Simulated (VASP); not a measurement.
Band structure of HgO (space group P3_121). Calculation: PBEsol GGA, VASP's PBE PAW potentials (set 64) (plane waves; VASP).

Without a dispersion term in the relaxation, distances and binding between the weakly bound layers, chains or molecules are unreliable, and so is what depends on them. Unless said otherwise, spin-orbit coupling is left out, though it shifts the bands of the heavy elements here.

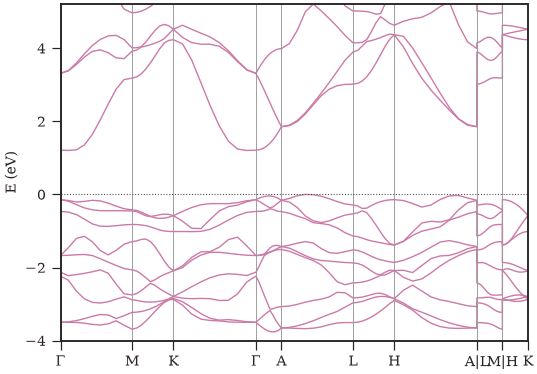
Figure: Bands along high-symmetry lines, zero at the valence-band maximum or, without a gap, the Fermi level

Q: Read the plot: is there a gap, and where are the band edges?

A: The gap is indirect, 1.20 eV, from the valence maximum at A-L at 0.33 to the conduction minimum at K-Γ at 0.89. (Edges off the drawn lines would not show.)

The structure comes from a computed database's HgO entry (P3_121); how it stands against other phases isn't given here. It was relaxed first.
